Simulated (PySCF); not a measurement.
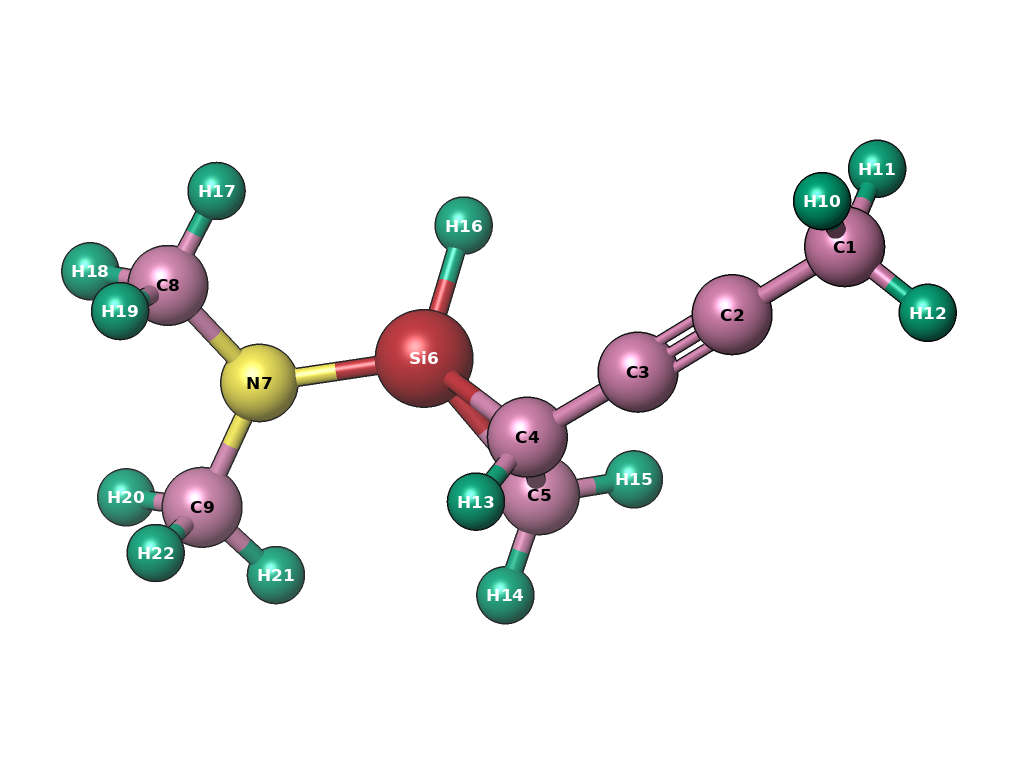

The computed structure is the end point of a PBE0-D3(BJ)/def2-SVP optimisation. No frequency run is at hand to confirm it as a minimum. Level of theory: delta-SCF UKS SCAN, pcX-2 on the ionised atom, pcseg-1 elsewhere, spin-free X2C (PySCF 2.14.0).

Give the core-electron binding energies (to vacuum; p and d levels without spin–orbit splitting) of C1 1s, C2 1s, C3 1s, C4 1s, C5 1s, Si6 1s, Si6 2p, N7 1s, C8 1s.

```csv
atom,level,binding energy (eV)
C1,1s,291.1
C2,1s,289.1
C3,1s,289.4
C4,1s,290.0
C5,1s,289.7
Si6,1s,1846.1
Si6,2p,106.5
N7,1s,404.3
C8,1s,291.6
```
